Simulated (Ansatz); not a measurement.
H₇InO₃Si₂ (SMILES [OH][In]([O][SiH3])[O][SiH3])

Input file:

```
crystal:
  periodic: [false, false, false]
  atoms:
    - {symbol: In, position_ang: [0.899689, 1.200041, -0.731467]}
    - {symbol: O, position_ang: [1.843007, 2.651740, -1.681004]}
    - {symbol: O, position_ang: [-0.989334, 0.797251, -1.202396]}
    - {symbol: O, position_ang: [1.772132, 0.128971, 0.679203]}
    - {symbol: Si, position_ang: [-2.126141, -0.305625, -0.722046]}
    - {symbol: Si, position_ang: [1.308767, -1.101433, 1.687255]}
    - {symbol: H, position_ang: [1.260267, 3.058939, -2.334502]}
    - {symbol: H, position_ang: [-2.085462, -0.524544, 0.761240]}
    - {symbol: H, position_ang: [-3.481800, 0.202802, -1.089620]}
    - {symbol: H, position_ang: [-1.914511, -1.631214, -1.385191]}
    - {symbol: H, position_ang: [2.531459, -1.724222, 2.275058]}
    - {symbol: H, position_ang: [0.541510, -2.154922, 0.945712]}
    - {symbol: H, position_ang: [0.440417, -0.597793, 2.797778]}
basis:
  gaussian:
    orbitals: def2-SVPD
hamiltonian:
  xc: pbe0
output: {forces: true, orbitals: {seedname: orbitals}}
```

Run with:

```sh
ansatz run input.yaml --threads 2 --pin off --max-ram 6090MiB --events-out events.jsonl --progress --plain --runs-dir runs
```

Geometry: PBE0-D4/def2-SVP; core potentials replace the inner electrons of In.

All numbers below come from Ansatz, isolated molecule in a Gaussian basis; Kohn-Sham density functional theory, functional PBE0.

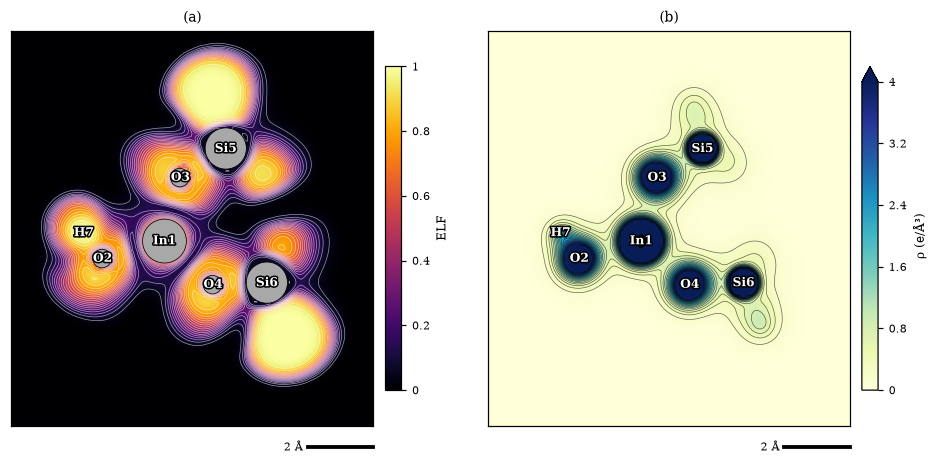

Figure 1. (a) electron localisation function; (b) electron density on the plane of atoms In1, O2 and H7. Grey discs cover the atomic cores in the ELF map.

What does the map show?

Answer.
- The section cuts through In, O, Si and H sites.
- Si–O (1.66 Å): the density is about 1.1 e/Å³ at the midpoint; the ELF peaks at about 0.85 between the atoms: a polar covalent bond.
- In–O (1.97 Å): the density is about 0.73 e/Å³ at the midpoint; the ELF peaks at about 0.80 in the valence shell of O, 0.6 Å from its nucleus, and drops to about 0.15 between the two atoms.
- O–H (0.97 Å): ρ is about 3.6 e/Å³ halfway; the ELF climbs to about 1 towards the hydrogen, as it does in any bond to H: a covalent bond by its length.
- The ELF also peaks beside O4, O2 and O3, away from the bonds: lone-pair regions.

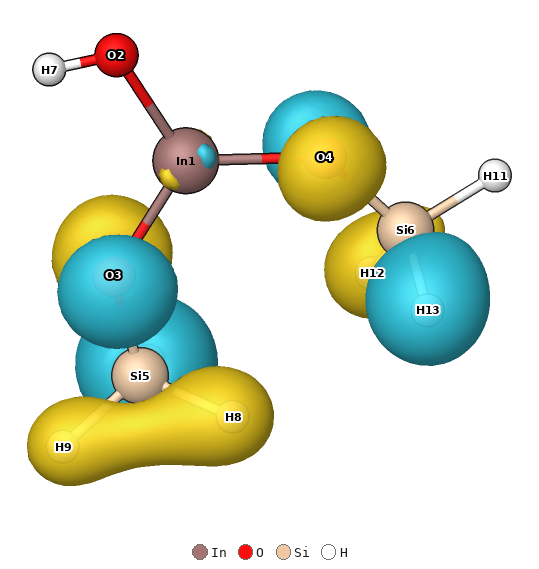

Figure 2. The HOMO−1 at ±0.1 Å⁻³ᐟ² (yellow and cyan are the two phases), seen at a tilt.

Where does this orbital lie, and at what energy?

Answer. By Hirshfeld shares it lies mainly on O3 (about 25 %), O4 (about 15 %), Si5 (about 15 %), H10 (about 15 %), Si6 (about 10 %) and H13 (about 10 %). Its energy is −8.54 eV.

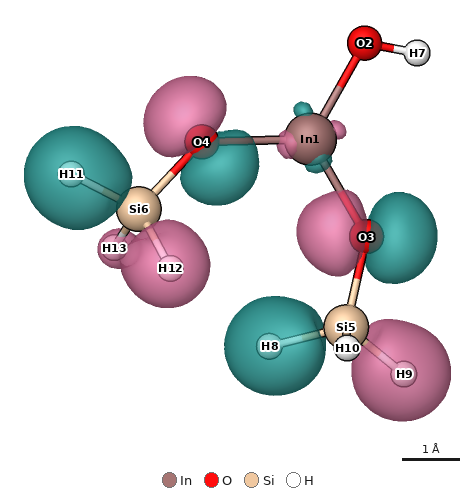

Figure 3. The HOMO at ±0.1 Å⁻³ᐟ² (teal and pink are the two phases), seen at an oblique angle.

Describe this orbital and give its energy.

Answer. It lies mainly on O3 (about 20 %), O4 (about 20 %), Si5 (about 10 %), Si6 (about 10 %), H11 (about 10 %) and H9 (about 10 %). Its energy is −8.49 eV.
